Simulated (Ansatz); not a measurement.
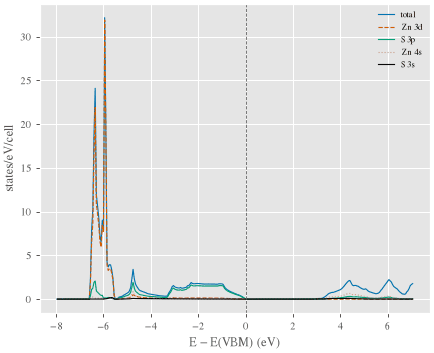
Fig. 1. Total and projected density of states of ZnS (zinc blende, F-43m), PBEsol (plane waves, PAW; program Ansatz)

**Question.** Which orbitals carry the states next to the gap?

**Answer.** Top 1 eV of the valence band: S 3p 89 %, Zn 3d 7 %. Bottom 1 eV of the conduction band: Zn 4s 55 %, S 3s 28 %, S 3p 14 %. Projections are on Löwdin-orthogonalised atomic valence shells; empty p or d shells of many metals are not among them.

**Question.** Where is the tallest occupied peak in this window, and what makes it?

**Answer.** Near -5.9 eV, about 32 states/eV per cell; the largest projected share is Zn 3d.

Symmetry was held in the PBEsol relaxation.

Potentials: the earlier of the program's two PAW sets. The files were generated under PBE; for other functionals the program regenerates the frozen cores, and for LDA and PBEsol the local potential too.
